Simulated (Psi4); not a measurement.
Energy and gradient calculation of InClF2

System: InClF2.
Method: HF/def2-SVP, RHF, core potentials def2 (Psi4 1.11).

A bond length was changed on purpose from its optimised value.

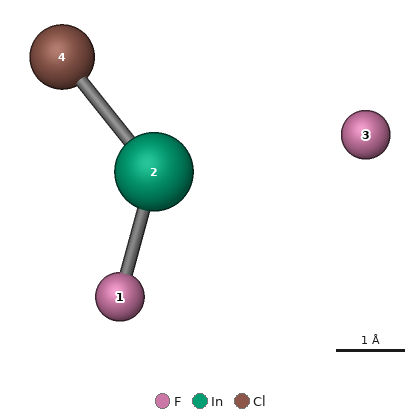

Fig. 1: The input geometry (ball-and-stick view, seen at a tilt; atoms are numbered from 1 in the order of the input). Sticks mark near contacts.

Input file (calc.inp):
```
memory 2200 mb

molecule {
  0 1
  F
  In 1 1.922571
  F 2 3.4606 1 114.79989
  Cl 2 2.276895 1 122.59794 3 -179.9957
  symmetry c1
}

set {
  puream        true
  e_convergence 1e-09
  d_convergence 1e-08
  scf_type      pk
}

e_tot, wfn = gradient('hf/def2-SVP', return_wfn=True)
oeprop(wfn, 'QUADRUPOLE', 'LOWDIN_CHARGES', 'DIPOLE')
print_variables()
```

Run on 1 thread of Intel Xeon @ 2.50GHz (Skylake/Cascade Lake), 189 GiB of memory available, shared host.

Launched with:
```bash
psi4 calc.inp calc.out -n 1
```

Output:
```
Psi4 1.11 release

gradient() will perform analytic gradient computation.

   => Loading Basis Set <=

    Name: DEF2-SVP
    Role: ORBITAL
    Keyword: BASIS

    !!!  WARNING: ECP capability is in beta. Please check occupations closely.  !!!

         ---------------------------------------------------------
                                   SCF
                              RHF Reference
                        1 Threads,   2098 MiB Core
         ---------------------------------------------------------

  ==> Geometry <==

    Molecular point group: c1
    Full point group: C1

    Geometry (in Angstrom), charge = 0, multiplicity = 1:

       Center              X                  Y                   Z               Mass
    ------------   -----------------  -----------------  -----------------  -----------------
         F            0.000026795952    -0.039363843949    -2.103260682204    18.998403162730
         IN           0.000026795952    -0.039363843949    -0.180689682204   114.903878776000
         F            0.000026795952    -3.180821372941     1.270860163147    18.998403162730
         CL          -0.000117164825     1.878855905279     1.045965857861    34.968852682000

  Running in c1 symmetry.

  Rotational constants: A =      0.10769  B =      0.05333  C =      0.03567 [cm^-1]
  Rotational constants: A =   3228.57075  B =   1598.93275  C =   1069.34516 [MHz]
  Nuclear repulsion =  211.133542103901959

  Charge       = 0
  Multiplicity = 1
  Electrons    = 56
  Nalpha       = 28
  Nbeta        = 28

  ==> Algorithm <==

  SCF Algorithm Type is PK.
  DIIS enabled.
  MOM disabled.
  Fractional occupation disabled.
  Guess Type is SAD.
  Energy threshold   = 1.00e-09
  Density threshold  = 1.00e-08
  Integral threshold = 1.00e-12

  ==> Primary Basis <==

  Basis Set: DEF2-SVP
    Blend: DEF2-SVP
    Number of shells: 30
    Number of basis functions: 72
    Number of Cartesian functions: 77
    Spherical Harmonics?: true
    Max angular momentum: 2

  Core potential: DEF2-SVP
    Number of shells: 4
    Number of ECP primitives: 18
    Number of ECP core electrons: 28
    Max angular momentum: 3

  ==> Integral Setup <==

  Using in-core PK algorithm.
   Calculation information:
      Number of atoms:                   4
      Number of AO shells:              30
      Number of primitives:             65
      Number of atomic orbitals:        77
      Number of basis functions:        72

      Integral cutoff                 1.00e-12
      Number of threads:                 1

  Performing in-core PK
  Using 6909012 doubles for integral storage.
  We computed 74137 shell quartets total.
  Whereas there are 108345 unique shell quartets.

  ==> DiskJK: Disk-Based J/K Matrices <==

    J tasked:                  Yes
    K tasked:                  Yes
    wK tasked:                  No
    Memory [MiB]:             1573
    Schwarz Cutoff:          1E-12

  Minimum eigenvalue in the overlap matrix is 3.0394144809E-02.
  Reciprocal condition number of the overlap matrix is 9.2909083516E-03.
    Using symmetric orthogonalization.

  ==> Pre-Iterations <==

  SCF Guess: Superposition of Atomic Densities via on-the-fly atomic UHF (no occupation information).

   -------------------------
    Irrep   Nso     Nmo
   -------------------------
     A         72      72
   -------------------------
    Total      72      72
   -------------------------

  ==> Iterations <==

                        Total Energy        Delta E     RMS |[F,P]|

   @RHF iter SAD:  -845.06010839550459   -8.45060e+02   0.00000e+00
   @RHF iter   1:  -846.95625372800384   -1.89615e+00   9.33500e-03 ADIIS/DIIS
   @RHF iter   2:  -846.82560657160946    1.30647e-01   1.28007e-02 ADIIS/DIIS
   @RHF iter   3:  -847.15716408575202   -3.31558e-01   2.40755e-03 ADIIS/DIIS
   @RHF iter   4:  -847.16979133602320   -1.26273e-02   4.73234e-04 ADIIS/DIIS
   @RHF iter   5:  -847.17086889344591   -1.07756e-03   2.61870e-04 ADIIS/DIIS
   @RHF iter   6:  -847.17109771621847   -2.28823e-04   1.43295e-04 ADIIS/DIIS
   @RHF iter   7:  -847.17115441499789   -5.66988e-05   3.93683e-05 DIIS
   @RHF iter   8:  -847.17115879468543   -4.37969e-06   1.05242e-05 DIIS
   @RHF iter   9:  -847.17115931924195   -5.24557e-07   3.40918e-06 DIIS
   @RHF iter  10:  -847.17115941468921   -9.54473e-08   1.43527e-06 DIIS
   @RHF iter  11:  -847.17115944981663   -3.51274e-08   6.00593e-07 DIIS
   @RHF iter  12:  -847.17115946126751   -1.14509e-08   4.15514e-07 DIIS
   @RHF iter  13:  -847.17115946804768   -6.78017e-09   1.31267e-07 DIIS
   @RHF iter  14:  -847.17115946872218   -6.74504e-10   4.84225e-08 DIIS
   @RHF iter  15:  -847.17115946873560   -1.34150e-11   1.07480e-08 DIIS
   @RHF iter  16:  -847.17115946873605   -4.54747e-13   4.64509e-09 DIIS
  Energy and wave function converged.

  ==> Post-Iterations <==

    Orbital Energies [Eh]
    ---------------------

    Doubly Occupied:

       1A   -104.869650     2A    -26.298031     3A    -26.084964
       4A    -10.631266     5A     -8.105746     6A     -8.102760
       7A     -8.102641     8A     -5.554700     9A     -3.816158
      10A     -3.812016    11A     -3.808558    12A     -1.545335
      13A     -1.290236    14A     -1.221871    15A     -1.199724
      16A     -1.197439    17A     -1.197081    18A     -1.188185
      19A     -1.120447    20A     -0.682569    21A     -0.656239
      22A     -0.655929    23A     -0.585328    24A     -0.537515
      25A     -0.535800    26A     -0.437846    27A     -0.437649
      28A     -0.368929

    Virtual:

      29A     -0.114051    30A     -0.017680    31A      0.070045
      32A      0.091102    33A      0.212205    34A      0.214074
      35A      0.270114    36A      0.307604    37A      0.388984
      38A      0.410531    39A      0.425740    40A      0.523736
      41A      0.584671    42A      0.766462    43A      0.974803
      44A      0.976238    45A      0.999178    46A      1.006947
      47A      1.043172    48A      1.155780    49A      1.164733
      50A      1.451377    51A      1.528474    52A      1.528761
      53A      1.549391    54A      1.576637    55A      1.618993
      56A      1.625658    57A      1.688142    58A      1.978506
      59A      3.448960    60A      3.450352    61A      3.459500
      62A      3.470689    63A      3.512862    64A      3.661801
      65A      3.662763    66A      3.663081    67A      3.669409
      68A      3.669411    69A     16.221890    70A     16.405779
      71A     17.178197    72A     61.514455

    Final Occupation by Irrep:
              A
    DOCC [    28 ]
    NA   [    28 ]
    NB   [    28 ]

  @RHF Final Energy:  -847.17115946873605

   => Energetics <=

    Nuclear Repulsion Energy =            211.1335421039019593
    One-Electron Energy =               -1668.5201762727397181
    Two-Electron Energy =                 610.2154747001015949
    Total Energy =                       -847.1711594687360503

Computation Completed

Properties will be evaluated at   0.000000,   0.000000,   0.000000 [a0]

Properties computed using the SCF density matrix

 Multipole Moments:

 ------------------------------------------------------------------------------------
     Multipole            Electronic (a.u.)      Nuclear  (a.u.)        Total (a.u.)
 ------------------------------------------------------------------------------------

 L = 1.  Multiply by 2.5417464519 to convert [e a0] to [Debye]
 Dipole X            :          0.0018761           -0.0017891            0.0000869
 Dipole Y            :         -1.1191935            4.0293548            2.9101612
 Dipole Z            :        -12.9550423           12.2743978           -0.6806446
 Magnitude           :                                                    2.9886980

 ------------------------------------------------------------------------------------

	total time  =          3 seconds =       0.05 minutes

         ------------------------------------------------------------
                                   SCF GRAD
         ------------------------------------------------------------

  ==> Geometry <==

    Molecular point group: c1
    Full point group: C1

    Geometry (in Angstrom), charge = 0, multiplicity = 1:

       Center              X                  Y                   Z               Mass
    ------------   -----------------  -----------------  -----------------  -----------------
         F            0.000026795952    -0.039363843949    -2.103260682204    18.998403162730
         IN           0.000026795952    -0.039363843949    -0.180689682204   114.903878776000
         F            0.000026795952    -3.180821372941     1.270860163147    18.998403162730
         CL          -0.000117164825     1.878855905279     1.045965857861    34.968852682000

  Nuclear repulsion =  211.133542103901959

  ==> Basis Set <==

  Basis Set: DEF2-SVP
    Blend: DEF2-SVP
    Number of shells: 30
    Number of basis functions: 72
    Number of Cartesian functions: 77
    Spherical Harmonics?: true
    Max angular momentum: 2

  Core potential: DEF2-SVP
    Number of shells: 4
    Number of ECP primitives: 18
    Number of ECP core electrons: 28
    Max angular momentum: 3

  ==> DirectJKGrad: Integral-Direct SCF Gradients <==

    Gradient:                    1
    J tasked:                  Yes
    K tasked:                  Yes
    wK tasked:                  No
    Integrals threads:           1
    Schwarz Cutoff:          1E-12

  -Total Gradient:
     Atom            X                  Y                   Z
    ------   -----------------  -----------------  -----------------
       1       -0.000000921111     0.005184175540    -0.010061302442
       2        0.000001560518     0.041815486691    -0.004399531252
       3       -0.000000259181    -0.046410597476     0.020909611173
       4       -0.000000380226    -0.000589064750    -0.006448777475

	total time  =          6 seconds =       0.10 minutes

Properties will be evaluated at   0.000000,   0.000000,   0.000000 [a0]
OEProp: No title given, name of density matrix used for the following properties is 'SCF density'

 Multipole Moments:

 ------------------------------------------------------------------------------------
     Multipole            Electronic (a.u.)      Nuclear  (a.u.)        Total (a.u.)
 ------------------------------------------------------------------------------------

 L = 1.  Multiply by 2.5417464519 to convert [e a0] to [Debye]
 Dipole X            :          0.0018761           -0.0017891            0.0000869
 Dipole Y            :         -1.1191935            4.0293548            2.9101612
 Dipole Z            :        -12.9550423           12.2743978           -0.6806446
 Magnitude           :                                                    2.9886980

 L = 2.  Multiply by 1.3450342976 to convert [e a0^2] to [Debye ang]
 Quadrupole XX       :        -29.1053524            0.0000009          -29.1053515
 Quadrupole XY       :          0.0165252           -0.0162164            0.0003088
 Quadrupole XZ       :          0.0085624           -0.0085198            0.0000427
 Quadrupole YY       :       -594.7738519          539.6478844          -55.1259676
 Quadrupole YZ       :         15.6549537           -7.4213514            8.2336023
 Quadrupole ZZ       :       -305.1314013          262.9500065          -42.1813948
 Traceless XX        :        280.5648495         -267.5326297           13.0322198
 Traceless YY        :       -285.1036500          272.1152538          -12.9883963
 Traceless ZZ        :          4.5388006           -4.5826241           -0.0438235

 ------------------------------------------------------------------------------------
  Lowdin Charges: (a.u.)
   Center  Symbol    Alpha    Beta     Spin     Total
       1     F     4.68256  4.68256  0.00000 -0.36511
       2    IN    10.01556 10.01556  0.00000  0.96888
       3     F     4.81459  4.81459  0.00000 -0.62919
       4    CL     8.48729  8.48729  0.00000  0.02542

  Total alpha = 28.00000, Total beta = 28.00000, Total charge = -0.00000

  Variable Map:
  ----------------------------------------------------------------------------
  "CURRENT ENERGY"           =>    -847.171159468736
  "CURRENT REFERENCE ENERGY" =>    -847.171159468736
  "DD SOLVATION ENERGY"      =>       0.000000000000
  "HF KINETIC ENERGY"        =>     731.331454056466
  "HF POTENTIAL ENERGY"      =>   -1578.502613525201
  "HF TOTAL ENERGY"          =>    -847.171159468736
  "HF VIRIAL RATIO"          =>       2.158395628644
  "NUCLEAR REPULSION ENERGY" =>     211.133542103902
  "ONE-ELECTRON ENERGY"      =>   -1668.520176272740
  "PCM POLARIZATION ENERGY"  =>       0.000000000000
  "PE ENERGY"                =>       0.000000000000
  "SCF ITERATION ENERGY"     =>    -847.171159468736
  "SCF ITERATIONS"           =>      16.000000000000
  "SCF TOTAL ENERGY"         =>    -847.171159468736
  "TWO-ELECTRON ENERGY"      =>     610.215474700102

  Array Variable Map:
  ----------------------------------------------------------------------------
  "CURRENT DIPOLE"           =>       0.000086933431 ... -0.680644553203 1 by 3
  "CURRENT GRADIENT"         =>      -0.000000921111 ... -0.006448777475 4 by 3
  "DIPOLE"                   =>       0.000086933431 ... -0.680644553203 1 by 3
  "HF TOTAL GRADIENT"        =>      -0.000000921111 ... -0.006448777475 4 by 3
  "QUADRUPOLE"               =>     -29.105351485482 ... -42.181394801942 1 by 6
  "SCF DIPOLE"               =>       0.000086933431 ... -0.680644553203 1 by 3
  "SCF TOTAL ENERGIES"       =>    -845.060108395505 ... -847.171159468736 1 by 17
  "SCF TOTAL GRADIENT"       =>      -0.000000921111 ... -0.006448777475 4 by 3

    Psi4 run time: 0:00:09.39
```

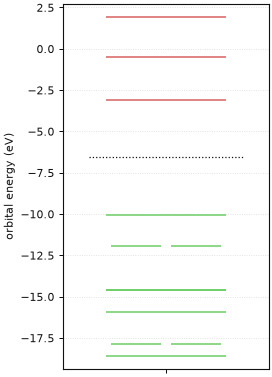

Fig. 2: Orbital energies near the frontier; the dotted line parts filled from empty levels, and levels within 0.02 eV of each other stand side by side. Highest filled −10.04 eV, lowest empty −3.10 eV, 6.94 eV apart.

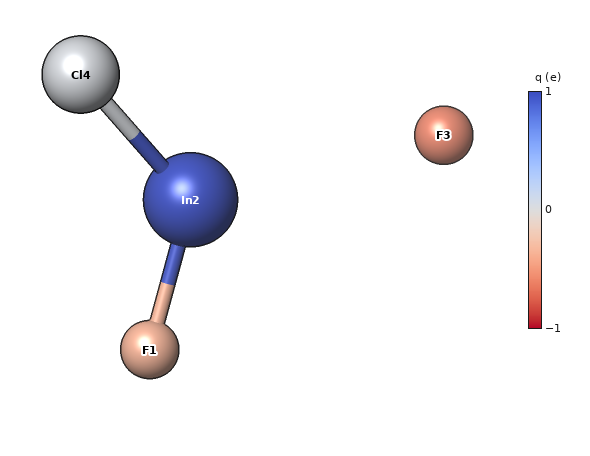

Fig. 3: Löwdin charges, as the colour of each atom (ball-and-stick view, seen at a tilt; atoms are numbered from 1 in the order of the input). By element: F −0.63 to −0.37, In +0.97 and Cl +0.03 e.

Results in brief:

```csv
quantity,value
outcome,converged
total energy,−847.171159 hartree
basis functions,72
largest force,2.618 eV/Å
HOMO,−10.04 eV
LUMO,−3.10 eV
dipole moment,7.60 D
wall time,12 s
peak memory,0.24 GiB
```
